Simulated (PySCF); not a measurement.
# AlO (oxoaluminum): UB3LYP/STO-3G

What is the vertical ionisation energy of AlO (oxoaluminum) at UB3LYP/STO-3G? 

Program for the calculation: PySCF 2.14.0.

33 further runs of the same task are left out: 8 that didn't finish, 25 set aside as unsound or not needed.

## 1. The system as given

AlO has 2 atoms, charge 0, and is taken as a doublet. SMILES: `[O]=[Al]`. Geometry: a GFN2-xTB relaxation, a rough one for these elements and not checked as a minimum.

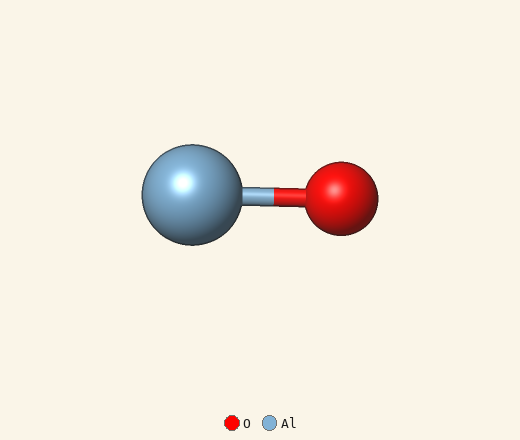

The structure, seen from a chosen angle (oxygen red, aluminium light blue).

## 2. The energy at UB3LYP/STO-3G

Contents of input.py:

```python
from pyscf import gto, dft

mol = gto.M(
    atom='''
O      0.000000     0.000000     0.000000
Al     0.000000     0.000000     1.570050
''',
    verbose=3,
    basis='sto-3g',
    max_memory=1860,
    spin=1,
    charge=0,
)

mf = dft.UKS(mol)
mf.xc = 'b3lyp'
mf.grids.level = 5
mf.conv_tol = 1e-10
mf.kernel()
if not mf.converged:
    mf = mf.newton().run(mf.mo_coeff, mf.mo_occ)

energy = mf.e_tot
print('E(%s) = %.9f' % ('B3LYP', energy))
```

Command:

```
OMP_NUM_THREADS=1 python input.py
```

The log of the run:

```text
converged SCF energy = -313.586206532171  <S^2> = 0.75546805  2S+1 = 2.0054606
E(B3LYP) = -313.586206532
```

Run time: 2.8 s. Hardware: 1 thread of Arm Neoverse V1, shared host; peak memory 0.17 GiB.

## 3. The singlet cation, same level

Contents of input.py:

```python
from pyscf import gto, dft

mol = gto.Mole()
mol.atom = 'O 0.000000 0.000000 0.000000; Al 0.000000 0.000000 1.570050'
mol.charge = 1
mol.max_memory = 1860
mol.basis = 'sto-3g'
mol.verbose = 3
mol.build()

mf = dft.RKS(mol)
mf.xc = 'b3lyp'
mf.grids.level = 5
mf.conv_tol = 1e-10
mf.kernel()
if not mf.converged:
    mf = mf.newton().run(mf.mo_coeff, mf.mo_occ)

etot = mf.e_tot
print('E = %.10f Eh' % etot)
```

Command:

```
OMP_NUM_THREADS=1 python input.py
```

The log of the run:

```text
converged SCF energy = -313.351732743606
E = -313.3517327436 Eh
```

It took 1.6 s on 1 thread of Arm Neoverse V1, shared host; peak memory 0.16 GiB.

## 4. Results

At UB3LYP/STO-3G:

| quantity | value |
| --- | --- |
| doublet AlO: total energy | -313.58621 Eh |
| doublet AlO: dipole moment | 2.39 D |
| doublet AlO: HOMO energy (highest over α and β) | -2.33 eV |
| doublet AlO: LUMO energy (lowest over α and β) | 1.31 eV |
| doublet AlO: ⟨S²⟩ | 0.755 |
| singlet cation: total energy | -313.35173 Eh |
| singlet cation: HOMO energy | -12.64 eV |
| singlet cation: LUMO energy | -10.21 eV |
| singlet cation: HOMO–LUMO gap | 2.44 eV |
| vertical ionisation energy (to the singlet cation) | 6.380 eV |

The vertical ionisation energy comes to 6.38 eV (616 kJ/mol). Only the singlet of the ionised species was computed; a triplet could lie lower. In a minimal basis such a difference can be off by several eV, whatever the method.
